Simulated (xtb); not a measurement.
# Geometry relaxation, with input and output: CH₇FSSi₂ (part 5 of 5)

CH₇FSSi₂, SMILES FC[SiH2]S[SiH3]; GFN1-xTB (xtb 6.7.1). The geometry comes from this level: GFN2-xTB.

Geometry of the input (Å):
```
F  -1.6083  2.7213  1.2849
C  -0.6581  1.7446  1.4998
Si -0.5353  0.6155  -0.0325
S  0.9674  -0.8132  0.5043
Si 1.0872  -2.0792  -1.2308
H  -0.9646  1.2030  2.3981
H  0.2793  2.2635  1.7157
H  -0.1056  1.3765  -1.2010
H  -1.8034  -0.0645  -0.2740
H  -0.2232  -2.6838  -1.4321
H  2.1135  -3.0366  -0.8623
H  1.4512  -1.2470  -2.3702
```

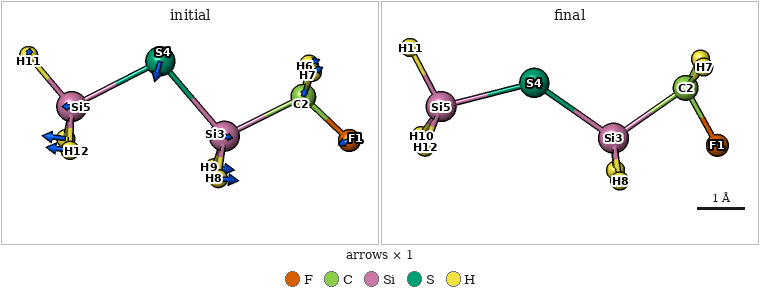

*Before (left) and after (right) the relaxation, at one scale (ball-and-stick view, seen on its broad side). The blue arrows give the displacements, at true length.*

After 19 geometry steps the energy has fallen by 28.0 kJ/mol. The largest moves after the best rigid fit, 0.55 Å, are those of H10 and H12. By element the largest moves are H 0.55 Å, S 0.49 Å, F 0.28 Å, Si 0.23 Å, C 0.20 Å. Distances before and after: S4–Si5 2.151 → 2.078 Å, F1–C2 1.380 → 1.426 Å, Si3–S4 2.142 → 2.097 Å, Si3–H8 1.459 → 1.448 Å. Among the angles that change: Si3–S4–Si5 103.3° → 130.6°, F1–C2–Si3 109.8° → 84.0°, Si3–C2–H6 112.6° → 123.3°. (Atoms are counted from 1 in the order of the input.)

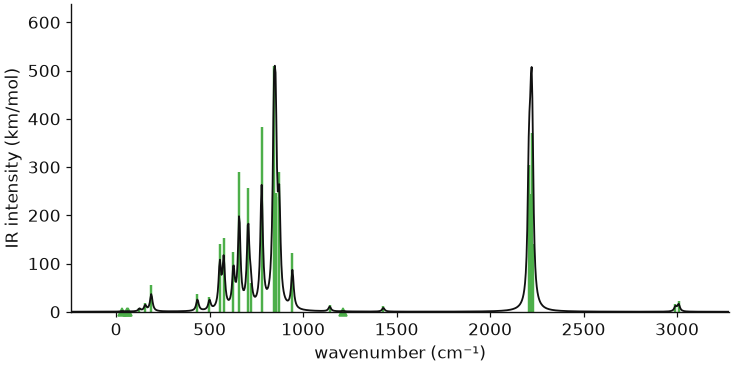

*Harmonic infrared spectrum, unscaled: sticks (degenerate modes added up, dark ones marked on the axis) with a Lorentzian envelope of 16 cm⁻¹ full width, scaled to the tallest stick.*

30 modes from 31 to 3009 cm⁻¹, none imaginary. The strongest line is at 844 cm⁻¹ (510 km/mol).

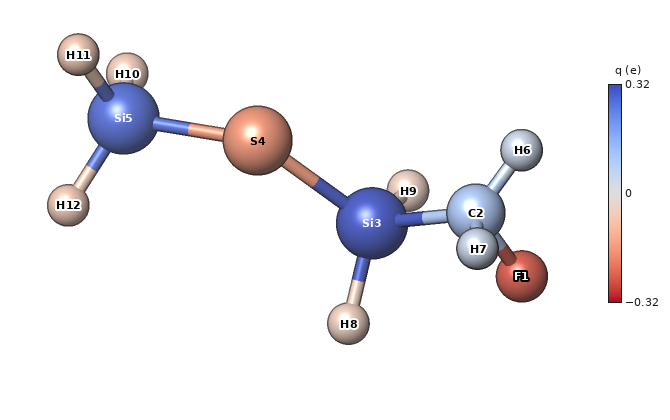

*Mulliken charges, as the colour of each atom (ball-and-stick view, seen at an oblique angle; atoms are numbered from 1 in the order of the input).*

By element: F −0.25, C +0.09, Si +0.27 to +0.31, S −0.16 and H −0.07 to +0.04 e.

## Results in brief

- outcome: converged
- electrons treated: 32
- total energy: −18.541708 hartree
- dispersion energy: −0.004512 hartree
- basis functions: 52
- HOMO: −11.85 eV
- LUMO: −5.86 eV
- zero-point energy: 0.071559 hartree
- dipole moment: 0.85 D
- wavenumbers, lowest and highest: 31 and 3009 cm⁻¹
- hardware: 1 thread of AMD EPYC 7571, 176 GiB of memory available, shared host
- wall time: 2.8 s
- peak memory: 0.07 GiB
